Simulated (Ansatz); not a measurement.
# Ca2H2IF: complex band structure, part 2 of 3

Wanted: the relaxed cell of Ca2H2IF, its band edges and its decay constants. It is built by putting F for part of the I in the CaHI structure of space group P4/nmm, with the volume rescaled by atomic radii. The parent structure comes from the Materials Project.

Ansatz 0.2.0; PBEsol DFT, plane waves, PAW files (the session's first sound run).

So far. Step 2 (Cell and atoms at rest): The largest force component on a free atom ends at 8.3e-4 eV/Å.

The structure was built from a prototype and need not be the compound's stable phase.

## (3) Band edges

The energy window and the wavevectors of the next steps follow from the band edges, so these are searched first, off the mesh as well.

Contents of input.yaml:

```yaml
crystal:
  lattice:
    - [3.7060322465, 0.0, 0.0]
    - [0.0, 3.7060322465, 0.0]
    - [0.0, 0.0, 7.56579099]
  atoms:
    - { symbol: Ca, position: [0.0, 0.5, 0.203503787] }
    - { symbol: Ca, position: [0.5, 0.0, 0.8689379171] }
    - { symbol: H, position: [0.5, 0.5, 0.0168497834] }
    - { symbol: H, position: [0.0, 0.0, 0.0168497834] }
    - { symbol: I, position: [0.0, 0.5, 0.6317887919] }
    - { symbol: F, position: [0.5, 0.0, 0.2620699372] }
kpoints:
  mp_grid: { grid: [6, 6, 4] }
  band_path: { path: [VBM, CBM], npoints: 30 }
scf:
  occupations: { method: fixed }
hamiltonian:
  xc: pbesol
output:
  eigenvalues: true
  write_potential: true
  write_density: true
  volumetric_format: npy
```

The run is started by

```console
$ ansatz run input.yaml --threads 2 --pin off --max-ram 4096MiB --backend cpu --events-out ev --progress --plain --runs-dir out
```

Numbers of over 12 decimals in the logs are rounded to 6 here.

Output:

```text
[...]
Crystal: 6 atoms, lattice volume = 103.914 Å³
Basis set: ecut = 420 eV, 2049 PW (Γ)
Bands: 29, of which v1, the nominal top of the filled ones, is band 23 counted from 1 (22 counted from 0)
Symmetry: 8 space group operations
[...]
k-points: 30 of 144 (time reversal used)
[...]
SCF iter   1: F=—  HF=-11858.111501 eV  |F-HF|=—  |Δ(HF+E_count)|=         —  Δρ=8.08e-3  dr2=5.00e-2  ethr=1.77e-3  ⟨swp⟩=5.9  Hψ=3781  notcnv=0  defer=115
[...]
SCF iter   7: F=-11858.097182 eV  HF=-11858.097182 eV  |F-HF|=2.09e-8  |Δ(HF+E_count)|=   2.07e-7  Δρ=4.54e-6  dr2=2.42e-8  ethr=2.17e-10  ⟨swp⟩=14.0  Hψ=5260  notcnv=0
SCF 1 converged in 7 iterations: F = -11858.097182 eV  dr2 = 2.42e-8
[...]
NSCF: frozen V_eff on 40 k-points
[...]
SCF converged after 7 iterations
Free energy (F): -11858.097182 eV
[...]
Internal energy: -11858.097182 eV  (E = F + TS)
E sigma→0 (E₀):  -11858.097182 eV
Fermi energy:    6.018011 eV
[...]
--- Band table (eV; the first three rows and the last of 30) ---
  k-point 0: bands = [... 19 lower, 3.8335, 5.3511, 5.6364, 5.6364, 9.6611, 9.8242, 11.0029, 11.0029, ... 2 higher]
  k-point 1: bands = [... 19 lower, 4.4909, 5.3545, 5.6392, 5.6392, 9.4594, 9.7400, 10.8651, 10.9285, ... 2 higher]
  k-point 2: bands = [... 19 lower, 4.9185, 5.3582, 5.6420, 5.6420, 9.1794, 9.6650, 10.7705, 10.8643, ... 2 higher]
  k-point 29: bands = [... 19 lower, 3.0042, 3.9657, 4.6733, 4.6733, 9.8547, 9.9402, 10.7864, 11.0060, ... 2 higher]
```

Run time: 31 s. Hardware: 2 threads of AMD EPYC 7R43, shared host; peak memory 0.41 GiB.

The column dr2 measures how far the density is from self-consistency, as an energy; F and HF (Harris–Foulkes) agree once it is small.

Numbers from this step:

```yaml
fermi_energy: 6.018 eV
gap_on_the_k_mesh: 2.973 eV
gap_on_path: 2.973 eV, by band count; negative where bands overlap
direct_gap_on_path: 4.008 eV
edge_places_on_path: 0, 0.8477 1/A along the path
```

The electronic bands at the labelled points (eV, zero at the Fermi level (highest filled level under fixed occupations); v1 is the highest filled band, c1 the lowest empty one):

```csv
point,v4,v3,v2,v1,c1,c2,c3,c4
VBM,-2.39,-1.27,-1.27,0.00,4.01,4.53,4.88,5.08
CBM,-3.01,-1.90,-1.37,-1.37,2.97,3.46,5.11,5.11
```

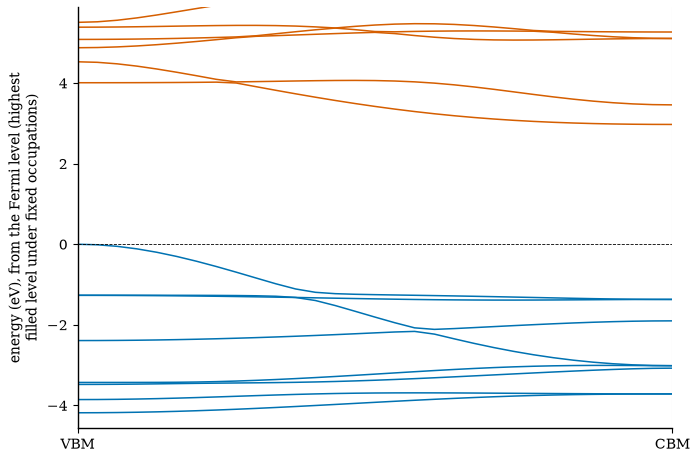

Electronic bands along the path; lines of filled and empty bands in two colours.

The searched edges give 2.97 eV, as on the mesh.

## (4) Complex bands, plane (100), k-mesh 6×4×6

This step: PBEsol DFT, plane waves, PAW files; complex bands by layer matching along the plane's normal (Ansatz 0.2.0).

The same crystal is laid in a cell whose first two vectors span the (100) plane (indices of the standard conventional cell, whose axes can be ordered otherwise than in the bulk input). At fixed energy and wavevector in the plane the solver finds all kz, real and complex. A few wavevectors are listed, (0, 0) and (-0.5, 0) in units of the plane's reciprocal vectors; the slowest state needn't be among them.

Contents of input.yaml:

```yaml
crystal:
  lattice:
    - [3.706032246, 0.0, 0.0]
    - [0.0, 7.56579099, 0.0]
    - [0.0, 0.0, 3.706032246]
  atoms:
    - { symbol: Ca, position: [0.5, 0.203503787, 0.0] }
    - { symbol: Ca, position: [0.0, 0.8689379171, 0.5] }
    - { symbol: H, position: [0.5, 0.0168497834, 0.5] }
    - { symbol: H, position: [0.0, 0.0168497834, 0.0] }
    - { symbol: I, position: [0.5, 0.6317887919, 0.0] }
    - { symbol: F, position: [0.0, 0.2620699372, 0.5] }
kpoints:
  mp_grid: { grid: [6, 4, 6] }
scf:
  occupations: { method: fixed }
hamiltonian:
  xc: pbesol
output:
  eigenvalues: true
  transmission:
    leads: [[0, 0]]
    kpoints: [[0.0, 0.0], [-0.5, 0.0]]
    e_range: [-1.0, 3.97]
    de: 0.1
```

Output:

```text
[...]
Crystal: 6 atoms, lattice volume = 103.914 Å³
Basis set: ecut = 420 eV, 2049 PW (Γ)
Bands: 29, of which v1, the nominal top of the filled ones, is band 23 counted from 1 (22 counted from 0)
Symmetry: 8 space group operations
[...]
k-points: 30 of 144 (time reversal used)
[...]
SCF iter   1: F=—  HF=-11858.111480 eV  |F-HF|=—  |Δ(HF+E_count)|=         —  Δρ=8.08e-3  dr2=4.99e-2  ethr=1.77e-3  ⟨swp⟩=6.0  Hψ=3778  notcnv=0  defer=115
[...]
SCF iter   7: F=-11858.097182 eV  HF=-11858.097182 eV  |F-HF|=1.76e-8  |Δ(HF+E_count)|=   2.02e-7  Δρ=4.42e-6  dr2=2.26e-8  ethr=2.17e-10  ⟨swp⟩=13.8  Hψ=5198  notcnv=0
SCF 1 converged in 7 iterations: F = -11858.097182 eV  dr2 = 2.26e-8
[...]
transmission: 7 of 14 steps passed
transmission: 14 of 14 steps passed
SCF converged after 7 iterations
Free energy (F): -11858.097182 eV
[...]
Internal energy: -11858.097182 eV  (E = F + TS)
E sigma→0 (E₀):  -11858.097182 eV
Fermi energy:    6.018004 eV
[...]
--- Band table (eV; the first three rows and the last of 30) ---
  k-point 0: bands = [... 19 lower, 3.8335, 5.3511, 5.6364, 5.6364, 9.6611, 9.8242, 11.0029, 11.0029, ... 2 higher]
  k-point 1: bands = [... 19 lower, 3.9289, 4.6630, 5.3585, 5.7273, 9.7706, 10.1505, 10.6843, 10.8939, ... 2 higher]
  k-point 2: bands = [... 19 lower, 3.6272, 4.5380, 5.0640, 5.9182, 9.9313, 10.4021, 10.7955, 11.0368, ... 2 higher]
  k-point 29: bands = [... 19 lower, 3.0042, 3.9657, 4.6733, 4.6733, 9.8547, 9.9402, 10.7864, 11.0060, ... 2 higher]
--- Transmission ---
  basis      : 249 plane waves across, 7 finite elements along
  points     : 2, as listed
  energies   : 50 from -1.000000 to 3.900000 eV about the Fermi level, 0.100000 eV apart; the leads are filled to 1.486495 eV, and channels, transmission and decay are at 1.500000 eV
  crystal 0  : Ca2H2I1F1, at the sites [0, 0], period 3.7060 Å: whole cells are its period
    offset         : up to 0.0000 Å between an atom of the period and one for which it stands
    channels       : 0.000000e0 a spin
    conductance    : none, the energies end too early or step too widely for 300 K: set another output.transmission.e_range or a lower de, or, where they end at an eighth of basis.ecutwfc, a higher one
    slowest decay  : 0.2460 /Å at (-0.5000, 0.0000)
```

Run time: 88 s. Hardware: 2 threads; peak memory 0.73 GiB.

This step gave:

| Item | Value |
| --- | --- |
| level to which the leads are filled | 1.486 eV from the Fermi level |
| decay constant at the filling level, zone centre | 0.2502 Å⁻¹ |
| decay constant at the filling level, slowest listed point | 0.246 Å⁻¹ |

K parallel (0, 0); values up to 1.5 1/Å, a degenerate pair printed once or twice; energies at which all values exceed this have no row. The Im kz of the slowest decaying states by energy, zero at the highest filled level on the SCF mesh:

```csv
energy (eV),decay 1 (Å⁻¹),decay 2 (Å⁻¹),decay 3 (Å⁻¹),decay 4 (Å⁻¹)
-1.000,0.470,0.563,0.617,0.702
-0.500,0.299,0.347,0.672,0.734
0.000,0.00469,0.148,0.474,0.712
0.500,0.204,0.509,0.516,0.688
1.000,0.234,0.530,0.660,0.695
1.500,0.250,0.527,0.627,0.697
2.000,0.255,0.509,0.585,0.656
2.500,0.250,0.478,0.532,0.611
3.000,0.228,0.428,0.464,0.539
3.500,0.156,0.330,0.341,0.385
```

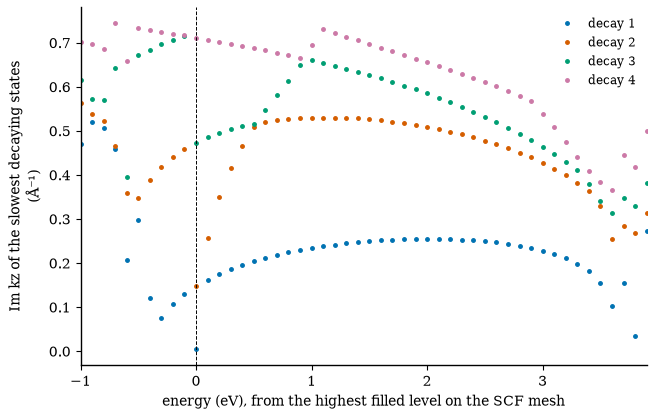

Im kz of the slowest decaying states, plotted against energy.

K parallel (-0.5, 0); values up to 1.5 1/Å, a degenerate pair printed once or twice; energies at which all values exceed this have no row. Im kz of the slowest decaying states against energy, zero at the highest filled level on the SCF mesh:

```csv
energy (eV),decay 1 (Å⁻¹),decay 2 (Å⁻¹),decay 3 (Å⁻¹),decay 4 (Å⁻¹)
-1.000,0.350,0.493,0.557,0.896
-0.500,0.408,0.580,0.638,0.946
0.000,0.0015,0.429,0.595,0.665
0.500,0.163,0.432,0.584,0.671
1.000,0.215,0.421,0.558,0.663
1.500,0.246,0.398,0.517,0.644
2.000,0.264,0.363,0.460,0.616
2.500,0.272,0.310,0.376,0.576
3.000,0.228,0.272,0.315,0.520
3.500,0.263,0.357,0.435,0.658
```

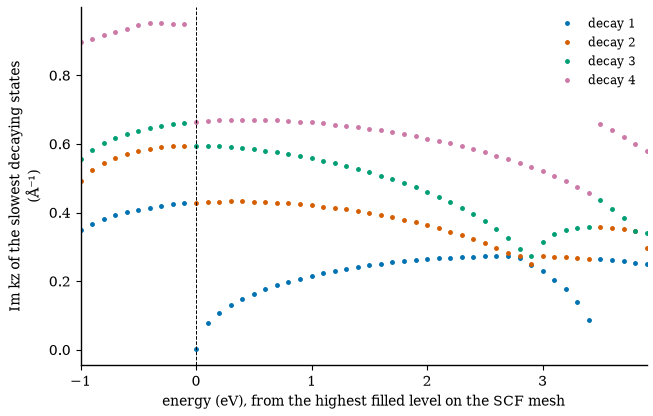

Im kz of the slowest decaying states, plotted against energy.

At the listed wavevectors the last open channel is at -0.10 eV and the next at +3.00 eV on the grid. At +1.50 eV, the grid energy nearest the filling level (the middle of the gap on the SCF mesh), the slowest state at the listed wavevectors decays with κ = 0.246 Å⁻¹, its amplitude falling by e over 4.1 Å. Through 1 nm of this crystal that state's transmission falls by exp(−2 × 0.246 Å⁻¹ × 10 Å) = 0.0073.

## (5) Decay over the two-dimensional zone

The listed points could miss the slowest state, so one energy near mid-gap is solved on a mesh of 12×4.

input.yaml: that of step 4 with these lines changed.

```diff
@@ -20,6 +20,2 @@
   eigenvalues: true
-  transmission:
-    leads: [[0, 0]]
-    kpoints: [[0.0, 0.0], [-0.5, 0.0]]
-    e_range: [-1.0, 3.97]
-    de: 0.1
+  transmission: { leads: [[0, 0]], kmesh: [12, 4], e_range: [1.49, 1.5], de: 0.05 }
```

Output:

```text
[...]
Crystal: 6 atoms, lattice volume = 103.914 Å³
Basis set: ecut = 420 eV, 2049 PW (Γ)
Bands: 29, of which v1, the nominal top of the filled ones, is band 23 counted from 1 (22 counted from 0)
Symmetry: 8 space group operations
[...]
k-points: 30 of 144 (time reversal used)
[...]
SCF iter   1: F=—  HF=-11858.111480 eV  |F-HF|=—  |Δ(HF+E_count)|=         —  Δρ=8.08e-3  dr2=4.99e-2  ethr=1.77e-3  ⟨swp⟩=6.0  Hψ=3778  notcnv=0  defer=115
[...]
SCF iter   7: F=-11858.097182 eV  HF=-11858.097182 eV  |F-HF|=1.76e-8  |Δ(HF+E_count)|=   2.02e-7  Δρ=4.42e-6  dr2=2.26e-8  ethr=2.17e-10  ⟨swp⟩=13.8  Hψ=5198  notcnv=0
SCF 1 converged in 7 iterations: F = -11858.097182 eV  dr2 = 2.26e-8
[...]
transmission: 20 of 105 steps passed
transmission: 40 of 105 steps passed
[...]
transmission: 105 of 105 steps passed
SCF converged after 7 iterations
Free energy (F): -11858.097182 eV
[...]
Internal energy: -11858.097182 eV  (E = F + TS)
E sigma→0 (E₀):  -11858.097182 eV
Fermi energy:    6.018004 eV
[...]
--- Band table (eV; the first three rows and the last of 30) ---
  k-point 0: bands = [... 19 lower, 3.8335, 5.3511, 5.6364, 5.6364, 9.6611, 9.8242, 11.0029, 11.0029, ... 2 higher]
  k-point 1: bands = [... 19 lower, 3.9289, 4.6630, 5.3585, 5.7273, 9.7706, 10.1505, 10.6843, 10.8939, ... 2 higher]
  k-point 2: bands = [... 19 lower, 3.6272, 4.5380, 5.0640, 5.9182, 9.9313, 10.4021, 10.7955, 11.0368, ... 2 higher]
  k-point 29: bands = [... 19 lower, 3.0042, 3.9657, 4.6733, 4.6733, 9.8547, 9.9402, 10.7864, 11.0060, ... 2 higher]
--- Transmission ---
  basis      : 249 plane waves across, 5 finite elements along
  points     : 21, standing for a mesh of 12 x 4
  energies   : 1 from 1.490000 to 1.490000 eV about the Fermi level; the leads are filled to 1.486495 eV, and channels, transmission and decay are at 1.490000 eV
  crystal 0  : Ca2H2I1F1, at the sites [0, 0], period 3.7060 Å: whole cells are its period
[...]
channels       : 0.000000e0 a spin
    conductance    : none, crystal 0 has no channel at the energies, or these end too early or step too widely for 300 K: set another output.transmission.e_range or a lower de, or, where they end at an eighth of basis.ecutwfc, a higher one
    slowest decay  : 0.2380 /Å at (0.2500, 0.0000)
```

Elapsed: 48 s, on 2 threads; peak memory 0.77 GiB; 92 s of CPU time.

Numbers from this step:

```
least decay constant on the mesh : 0.238 Å⁻¹
```

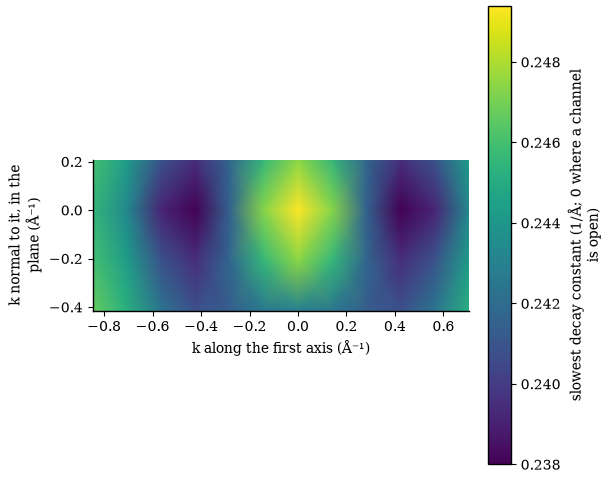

Slowest decay constant (1/Å; 0 where a channel is open) over k1 and k2. At 1.4900 eV from the Fermi level.

The least value on the mesh is 0.238 Å⁻¹ at +1.49 eV. At that energy the listed points give about 0.245 Å⁻¹ by interpolation, so the mesh holds no clearly slower state.

## (6) Complex bands, plane (001), k-mesh 6×6×4

The same for the (001) plane, at (0, 0), (-0.5, -0.5) and (0, -0.5), to see how the decay depends on direction.

Contents of input.yaml:

```yaml
crystal:
  lattice:
    - [3.706032246, 0.0, 0.0]
    - [0.0, 3.706032246, 0.0]
    - [0.0, 0.0, 7.56579099]
  atoms:
    - { symbol: Ca, position: [0.0, 0.5, 0.203503787] }
    - { symbol: Ca, position: [0.5, 0.0, 0.8689379171] }
    - { symbol: H, position: [0.5, 0.5, 0.0168497834] }
    - { symbol: H, position: [0.0, 0.0, 0.0168497834] }
    - { symbol: I, position: [0.0, 0.5, 0.6317887919] }
    - { symbol: F, position: [0.5, 0.0, 0.2620699372] }
kpoints:
  mp_grid: { grid: [6, 6, 4] }
scf:
  occupations: { method: fixed }
hamiltonian:
  xc: pbesol
output:
  eigenvalues: true
  transmission:
    leads: [[0, 0]]
    kpoints: [[0.0, 0.0], [-0.5, -0.5], [0.0, -0.5]]
    e_range: [-1.0, 3.97]
    de: 0.12
```

Output:

```text
[...]
Crystal: 6 atoms, lattice volume = 103.914 Å³
Basis set: ecut = 420 eV, 2049 PW (Γ)
Bands: 29, of which v1, the nominal top of the filled ones, is band 23 counted from 1 (22 counted from 0)
Symmetry: 8 space group operations
[...]
k-points: 30 of 144 (time reversal used)
[...]
SCF iter   1: F=—  HF=-11858.111502 eV  |F-HF|=—  |Δ(HF+E_count)|=         —  Δρ=8.08e-3  dr2=5.00e-2  ethr=1.77e-3  ⟨swp⟩=5.9  Hψ=3781  notcnv=0  defer=115
[...]
SCF iter   7: F=-11858.097182 eV  HF=-11858.097182 eV  |F-HF|=2.09e-8  |Δ(HF+E_count)|=   2.07e-7  Δρ=4.54e-6  dr2=2.42e-8  ethr=2.17e-10  ⟨swp⟩=14.0  Hψ=5260  notcnv=0
SCF 1 converged in 7 iterations: F = -11858.097182 eV  dr2 = 2.42e-8
[...]
transmission: 12 of 36 steps passed
transmission: 24 of 36 steps passed
transmission: 36 of 36 steps passed
SCF converged after 7 iterations
Free energy (F): -11858.097182 eV
[...]
Internal energy: -11858.097182 eV  (E = F + TS)
E sigma→0 (E₀):  -11858.097182 eV
Fermi energy:    6.018011 eV
[...]
--- Band table (eV; the first three rows and the last of 30) ---
  k-point 0: bands = [... 19 lower, 3.8335, 5.3511, 5.6364, 5.6364, 9.6611, 9.8242, 11.0029, 11.0029, ... 2 higher]
  k-point 1: bands = [... 19 lower, 4.4909, 5.3545, 5.6392, 5.6392, 9.4594, 9.7400, 10.8651, 10.9285, ... 2 higher]
  k-point 2: bands = [... 19 lower, 4.9185, 5.3582, 5.6420, 5.6420, 9.1794, 9.6650, 10.7705, 10.8643, ... 2 higher]
  k-point 29: bands = [... 19 lower, 3.0042, 3.9657, 4.6733, 4.6733, 9.8547, 9.9402, 10.7864, 11.0060, ... 2 higher]
--- Transmission ---
  basis      : 121 plane waves across, 12 finite elements along
  points     : 3, as listed
[...]
crystal 0  : I1Ca2H2F1, at the sites [0, 0], period 7.5658 Å: whole cells are its period
[...]
channels       : 0.000000e0 a spin
[...]
slowest decay  : 0.2851 /Å at (0.0000, 0.0000)
```

Run time: 33 s. Hardware: 2 threads; peak memory 0.43 GiB; 45 s of CPU time.

Numbers from this step:

- decay constant at the filling level, zone centre: 0.2851 Å⁻¹
- decay constant at the filling level, slowest listed point: 0.2851 Å⁻¹

K parallel (0, 0); values up to 1.5 1/Å, a degenerate pair printed once or twice; energies at which all values exceed this have no row. The Im kz of the slowest decaying states by energy, zero at the highest filled level on the SCF mesh:

```csv
energy (eV),decay 1 (Å⁻¹),decay 2 (Å⁻¹),decay 3 (Å⁻¹),decay 4 (Å⁻¹)
-1.000,0.0916,0.732,0.818,0.879
-0.520,0.203,0.570,0.614,0.860
-0.040,0.253,0.710,0.714,0.838
0.440,0.279,0.728,0.807,0.810
1.040,0.291,0.707,0.770,0.840
1.520,0.285,0.671,0.731,0.837
2.000,0.265,0.619,0.684,0.815
2.480,0.226,0.551,0.629,0.777
2.960,0.140,0.454,0.559,0.724
3.440,0.283,0.460,0.653,1.19
```

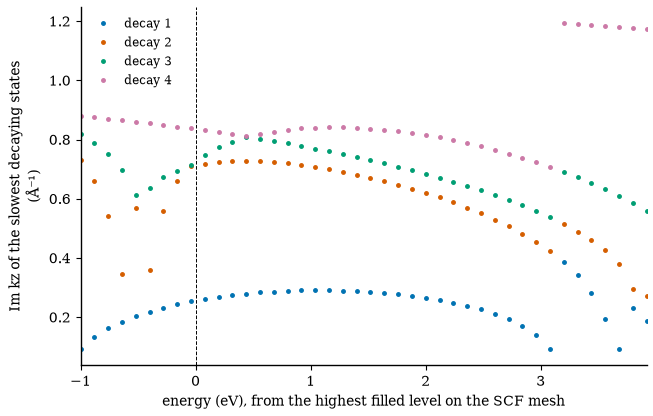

Im kz of the slowest decaying states, plotted against energy.

K parallel (-0.5, -0.5); values up to 1.5 1/Å, a degenerate pair printed once or twice; energies at which all values exceed this have no row. The Im kz of the slowest decaying states by energy, zero at the highest filled level on the SCF mesh:

```csv
energy (eV),decay 1 (Å⁻¹),decay 2 (Å⁻¹),decay 3 (Å⁻¹),decay 4 (Å⁻¹)
-1.000,0.372,0.531,0.704,1.38
-0.520,0.393,0.629,0.694,1.39
-0.040,0.395,0.671,0.675,1.38
0.440,0.385,0.649,0.689,1.38
1.040,0.358,0.606,0.694,1.36
1.520,0.325,0.561,0.687,1.35
2.000,0.277,0.505,0.672,1.33
2.480,0.206,0.431,0.649,1.31
2.960,0.035,0.324,0.618,1.28
3.440,0.0679,0.576,1.25,-
```

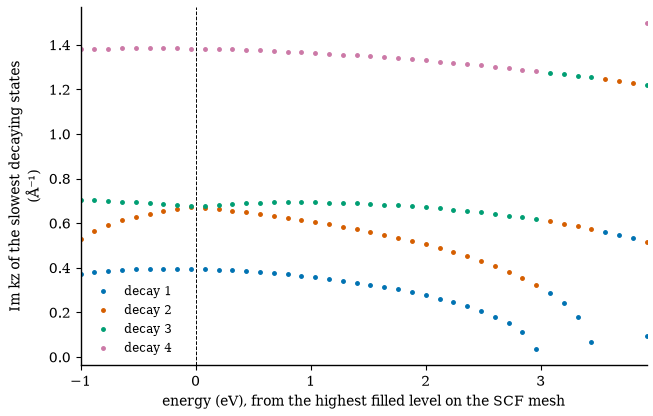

Im kz of the slowest decaying states, plotted against energy.

K parallel (0, -0.5); values up to 1.5 1/Å, a degenerate pair printed once or twice; energies at which all values exceed this have no row. Im kz of the slowest decaying states against energy, zero at the highest filled level on the SCF mesh:

```csv
energy (eV),decay 1 (Å⁻¹),decay 2 (Å⁻¹),decay 3 (Å⁻¹),decay 4 (Å⁻¹)
-1.000,0.275,0.530,0.815,0.850
-0.520,0.409,0.633,0.724,0.861
-0.040,0.323,0.480,0.650,0.916
0.440,0.525,0.622,0.640,0.917
1.040,0.554,0.614,0.676,0.861
1.520,0.562,0.585,0.676,0.815
2.000,0.550,0.557,0.657,0.765
2.480,0.509,0.539,0.625,0.709
2.960,0.459,0.507,0.581,0.643
3.440,0.398,0.451,0.523,0.555
```

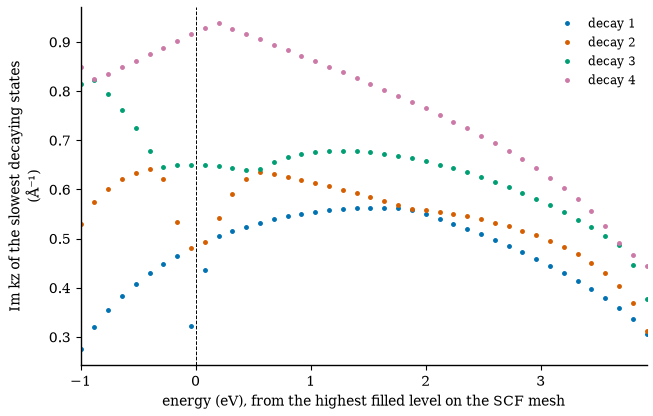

Im kz of the slowest decaying states against energy.

At +1.52 eV, the grid energy nearest the filling level (the middle of the gap on the SCF mesh), the slowest state at the listed wavevectors decays with κ = 0.285 Å⁻¹, its amplitude falling by e over 3.5 Å; the first such run, plane (100), gave 0.246 Å⁻¹.

(Part 2 of 3 ends here.)

[Logs are printed without paths, hosts, clocks, repeated set-up lines and the standing remarks that a program may print on its own settings, such as how far it seeks lower states.]

[Hosts, paths, dates, database ids (printed as entryN), source tags and the programs' standing remarks are cut or masked in the printed files.]
